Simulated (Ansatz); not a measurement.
# CH3AlBrCl: two geometries relaxed

Are the two ends of the shift of H5 from C1 to Al2 separate minima, and which lies lower? Each is relaxed from a guess. SMILES of the start: [CH3][Al]([Cl])[Br].

Program: Ansatz 0.2.0. Level of theory: RKS PBE/def2-SVP. These are calculated values, not measurements.

**1. The structure to begin with**

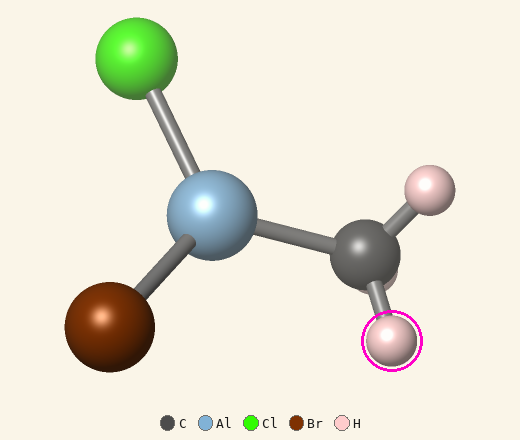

Start, viewed from a chosen angle; carbon dark grey, aluminium light blue, chlorine green, bromine brown, hydrogen pink. Ringed: H5.

As a file:

```xyz
7

C    -0.0842    0.9580   -0.0962
Al    0.1391   -0.9587    0.1162
Cl    1.8274   -1.6994    1.2783
Br   -1.2989   -2.4770   -0.8801
H    -1.0364    1.1729   -0.7411
H    -0.2634    1.4898    0.8865
H     0.7777    1.4463   -0.6094
```

**2. Relaxing end A**

The input, input.yaml:

```yaml
crystal:
  periodic: [false, false, false]
  atoms:
    - { symbol: C, position_ang: [-0.0842, 0.958, -0.0962] }
    - { symbol: Al, position_ang: [0.1391, -0.9587, 0.1162] }
    - { symbol: Cl, position_ang: [1.8274, -1.6994, 1.2783] }
    - { symbol: Br, position_ang: [-1.2989, -2.477, -0.8801] }
    - { symbol: H, position_ang: [-1.0364, 1.1729, -0.7411] }
    - { symbol: H, position_ang: [-0.2634, 1.4898, 0.8865] }
    - { symbol: H, position_ang: [0.7777, 1.4463, -0.6094] }
basis:
  gaussian: { orbitals: def2-SVP }
hamiltonian:
  xc: pbe
relax:
  f_tol: 0.02
  max_steps: 50
```

Command:

```
ansatz run input.yaml --threads 2 --pin off --max-ram 3072MiB --backend cpu --events-out ev --progress --plain --runs-dir out
```

The program printed (excerpt; [...] marks lines left out):

```text
Warning: RAYON_NUM_THREADS=2 ignored (pool sized by the plan → 2); use --threads N
[...]
Functional definition: PBE
[...]
1065 factors; their error is unknown
[...]
mean field -90219.51225021 eV, -3315.5059222135 hartree, gradient 5.2e-5 eV, S^2 0.000000; 0 other end points of the search recorded, 0 dependent functions left out
[...]
reference -90219.51228544 eV, -3315.5059235082 hartree; 37, 37 occupied and 60, 60 virtual orbitals, 1065 factors
relax step   1: F+E_penalty+E_count = -90219.51225021 eV  Δ(F+E_penalty+E_count) = +0.000e0 eV  max|allowed force component| = 1.589e0 eV/Å  Δτ_max = 0.0000 Å  (25 SCF iters, accepted)
[...]
relax step   3: F+E_penalty+E_count = -90219.63228981 eV  Δ(F+E_penalty+E_count) = -8.636e-3 eV  max|allowed force component| = 7.143e-2 eV/Å  Δτ_max = 0.0246 Å  (27 SCF iters, accepted)
[...]
relax step   4: F+E_penalty+E_count = -90219.63268956 eV  Δ(F+E_penalty+E_count) = -3.998e-4 eV  max|allowed force component| = 9.974e-3 eV/Å  Δτ_max = 0.0083 Å  (28 SCF iters, accepted)
1065 factors; their error is unknown
mean field -90219.63268956 eV, -3315.5103482778 hartree, gradient 1.6e-5 eV, S^2 0.000000; 1 other end points of the search recorded, 0 dependent functions left out
[...]
reference -90219.63272475 eV, -3315.5103495711 hartree; 37, 37 occupied and 60, 60 virtual orbitals, 1065 factors
Total energy: -90219.63272475 eV, -3315.5103495711 hartree
Atom 0 at    -0.119732     0.969944    -0.112537 Å, force    -0.006026     0.009974    -0.006898 eV/Å
Atom 1 at     0.148170    -0.944509     0.106422 Å, force    -0.006710    -0.009016    -0.004482 eV/Å
Atom 2 at     1.765638    -1.704808     1.239258 Å, force     0.004778     0.003220     0.003366 eV/Å
Atom 3 at    -1.242687    -2.472651    -0.830029 Å, force    -0.000374    -0.004878    -0.000079 eV/Å
Atom 4 at    -1.009371     1.192012    -0.733996 Å, force    -0.001815     0.002611    -0.001834 eV/Å
Atom 5 at    -0.249343     1.458736     0.875498 Å, force     0.003692    -0.000623     0.008580 eV/Å
Atom 6 at     0.768625     1.433176    -0.590415 Å, force     0.006455    -0.001289     0.001346 eV/Å
Dipole moment:    -0.060437     0.407042    -0.048830 e Å
```

Run time: 7.2 s. Hardware: 2 threads of AMD EPYC 7B13 (Zen 3), shared host; peak memory 0.17 GiB.

Step by step:

| step | energy from step 1 (eV) | largest force component (eV/Å) |
| --- | --- | --- |
| 1 | 0.0000 | 1.5887 |
| 2 | -0.1114 | 0.5088 |
| 3 | -0.1200 | 0.0714 |
| 4 | -0.1204 | 0.0100 |

Step 1 is the start.

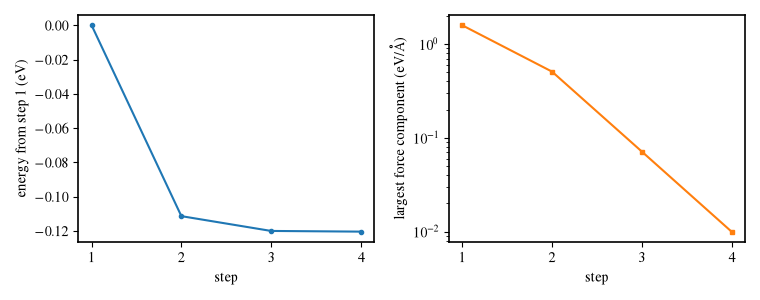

Energy and largest force along the relaxation.

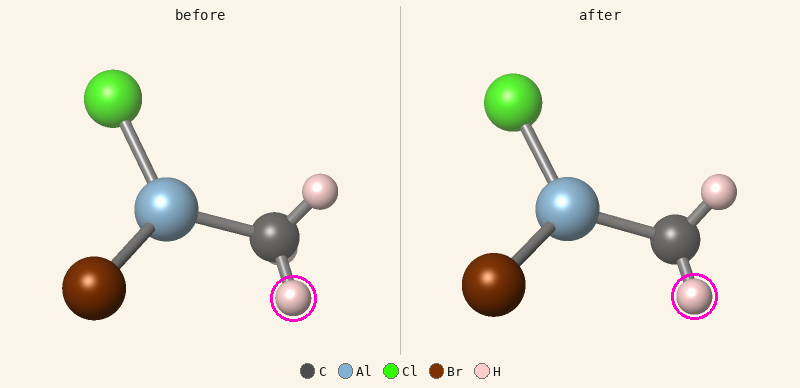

The structure before (left) and after (right), drawn at the same scale.

After: Bond lengths: C1–Al2 1.945 Å, Al2–Cl3 2.116 Å, Al2–Br4 2.269 Å, C1–H5 1.108 Å, C1–H6 1.110 Å, C1–H7 1.110 Å. Angles: C1–Al2–Cl3 121.3°, C1–Al2–Br4 122.1°, Cl3–Al2–Br4 116.6°, Al2–C1–H5 111.8°, Al2–C1–H6 110.4°, Al2–C1–H7 110.4°, H5–C1–H6 108.5°, H5–C1–H7 108.5°, H6–C1–H7 107.0°.

**3. End point B**

The second end starts from a geometry with the move made by hand.

Edit input.yaml of step 2 so:

```diff
@@ -7,3 +7,3 @@
     - { symbol: Br, position_ang: [-1.2989, -2.477, -0.8801] }
-    - { symbol: H, position_ang: [-1.0364, 1.1729, -0.7411] }
+    - { symbol: H, position_ang: [-1.23139, -0.25641, 0.10496] }
     - { symbol: H, position_ang: [-0.2634, 1.4898, 0.8865] }
```

Command:

```
ansatz run input.yaml --threads 2 --pin off --max-ram 3072MiB --backend cpu --events-out ev --progress --plain --runs-dir out
```

The program printed (excerpt; [...] marks lines left out):

```text
Warning: RAYON_NUM_THREADS=2 ignored (pool sized by the plan → 2); use --threads N
[...]
[... 1 set-up line as earlier in the session ...]
[...]
1065 factors; their error is unknown
[...]
mean field -90214.84973999 eV, -3315.3345781230 hartree, gradient 6.3e-5 eV, S^2 0.000000; 0 other end points of the search recorded, 0 dependent functions left out
[...]
reference -90214.84977527 eV, -3315.3345794198 hartree; 37, 37 occupied and 60, 60 virtual orbitals, 1065 factors
relax step   1: F+E_penalty+E_count = -90214.84973999 eV  Δ(F+E_penalty+E_count) = +0.000e0 eV  max|allowed force component| = 3.906e0 eV/Å  Δτ_max = 0.0000 Å  (29 SCF iters, accepted)
[...]
relax step   4: F+E_penalty+E_count = -90218.84320334 eV  Δ(F+E_penalty+E_count) = -9.623e-1 eV  max|allowed force component| = 1.856e0 eV/Å  Δτ_max = 0.1952 Å  (28 SCF iters, accepted)
[...]
mean field -90219.63274427 eV, -3315.5103502884 hartree, gradient 1.5e-5 eV, S^2 0.000000; 1 other end points of the search recorded, 0 dependent functions left out
[...]
reference -90219.63277928 eV, -3315.5103515752 hartree; 37, 37 occupied and 60, 60 virtual orbitals, 1065 factors
Total energy: -90219.63277928 eV, -3315.5103515752 hartree
Atom 0 at    -0.243195     0.752127     0.046776 Å, force    -0.000251     0.015210    -0.001553 eV/Å
Atom 1 at     0.200370    -1.135986     0.202647 Å, force    -0.001312    -0.009873     0.000779 eV/Å
Atom 2 at     1.910698    -1.768919     1.276892 Å, force    -0.001077     0.001222    -0.000933 eV/Å
Atom 3 at    -1.052802    -2.763571    -0.761235 Å, force     0.002040     0.005221     0.001669 eV/Å
Atom 4 at    -1.273216     0.909228    -0.329678 Å, force     0.000464    -0.005765    -0.000633 eV/Å
Atom 5 at    -0.134748     1.265511     1.024296 Å, force     0.000911    -0.004108     0.000038 eV/Å
Atom 6 at     0.459204     1.244200    -0.659437 Å, force    -0.000775    -0.001905     0.000633 eV/Å
Dipole moment:    -0.101244     0.400351    -0.038097 e Å
```

Wall time 18 s (2 threads of AMD EPYC 7B13 (Zen 3), shared host); peak memory 0.17 GiB.

Relaxation path:

| step | energy from step 1 (eV) | largest force component (eV/Å) |
| --- | --- | --- |
| 1 | 0.0000 | 3.9057 |
| 2 | -1.7347 | 3.8693 |
| 3 | -3.0312 | 3.5534 |
| 4 | -3.9935 | 1.8564 |
| 5 | -4.4285 | 1.1170 |
| 6 | -4.6586 | 0.4699 |
| 7 | -4.7344 | 0.4086 |
| 8 | -4.7693 | 0.6401 |
| 9 | -4.7809 | 0.1088 |
| 10x | -4.7709 | 0.2371 |
| 11 | -4.7829 | 0.0312 |
| 12 | -4.7830 | 0.0249 |
| 13 | -4.7830 | 0.0152 |

Step 1 is the start. 1 step was tried and not accepted (marked x).

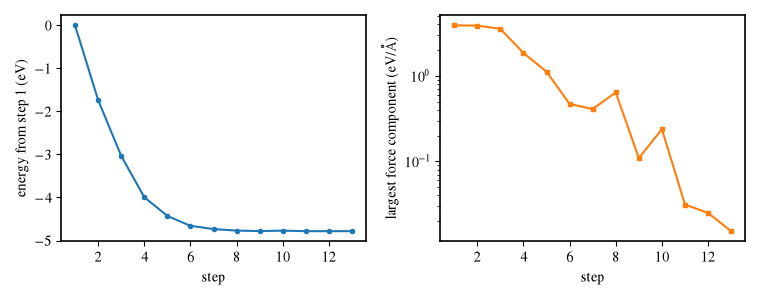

How energy and force went from step to step.

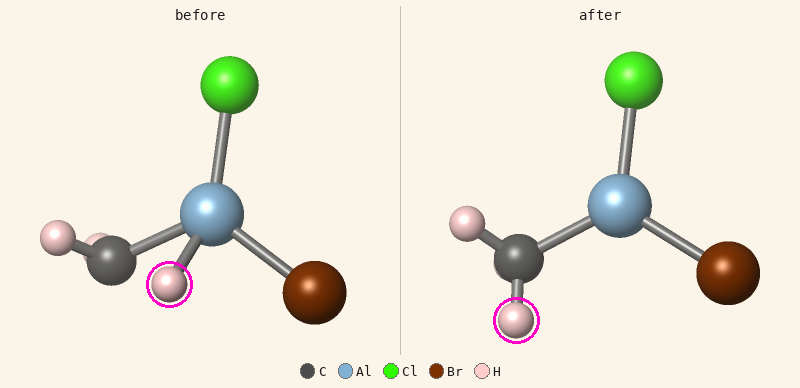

Before and after, at one scale.

After: Bond lengths: C1–Al2 1.946 Å, Al2–Cl3 2.117 Å, Al2–Br4 2.269 Å, C1–H5 1.108 Å, C1–H6 1.109 Å, C1–H7 1.111 Å. Angles: C1–Al2–Cl3 121.0°, C1–Al2–Br4 122.4°, Cl3–Al2–Br4 116.6°, Al2–C1–H5 112.1°, Al2–C1–H6 110.9°, Al2–C1–H7 109.7°, H5–C1–H6 108.9°, H5–C1–H7 108.0°, H6–C1–H7 107.1°.

Pairs that crossed the distance rule for bonds on the way: came closer C1–H5; moved apart Al2–H5.

**4. Outcome**

| quantity | value |
| --- | --- |
| end A | 3 moves, 0.120 eV lower |
| end B | 11 moves, 4.783 eV lower |
| largest difference between the ends | 0.18 Å |
| end B relative to end A | -0.000 eV |

In words: The two relaxations end at one structure, within 0.18 Å: no second minimum was found from this start, which doesn't rule one out.
